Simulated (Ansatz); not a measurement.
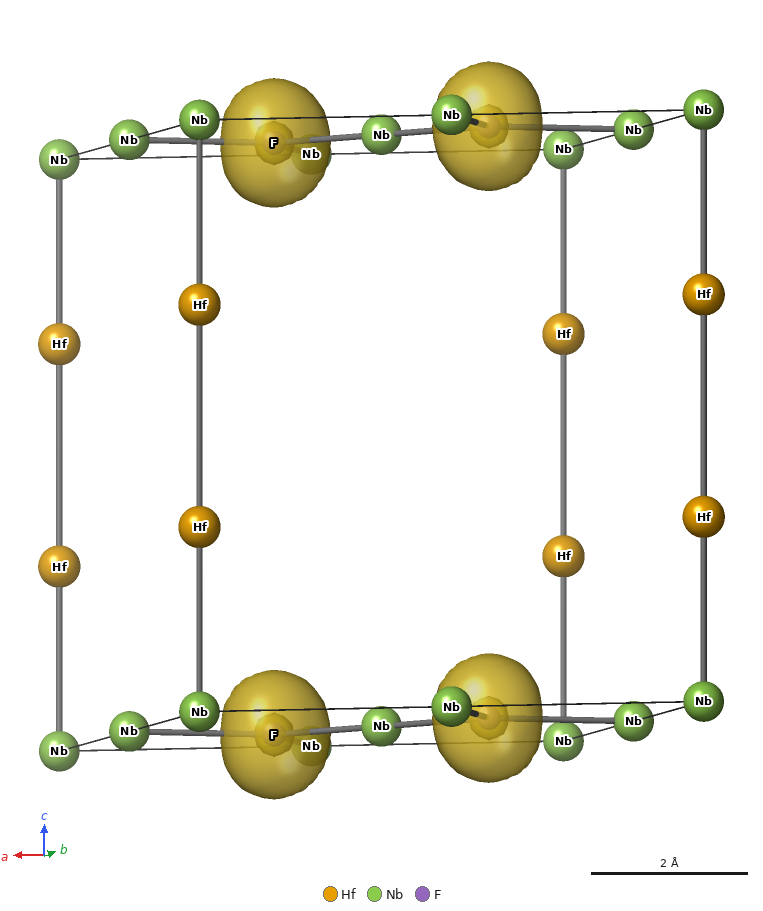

HfNb2F. Isosurface of the ELF at 0.65 (yellow), seen at an oblique angle. Only the valence region is drawn (cores and ρ < 0.01 e/Å³ removed). Sticks mark near contacts.

Space group P6/mmm; a structure generated by program, which may or may not match a known phase.

The calculation used DFT PBE, scalar-relativistic, plane waves, PAW (Ansatz).

Core electrons are frozen (PAW), and the valence fields are smoothed inside the atomic spheres.

> Where are the electrons localised?

The surface consists of two regions wrapped around F (the valence shell of each), counted in one cell of 8 atoms. Regions shared between cells count once.

Values along the shortest contacts:
Nb–F (1.94 Å): the ELF peaks at about 0.85 in the valence shell of F, 0.5 Å from its nucleus, and drops to about 0.15 between the two atoms (no shared electron pair shows on this line). Hf–Nb (2.39 Å): the ELF is about 0.25 at the midpoint: no localised pair shows between them.
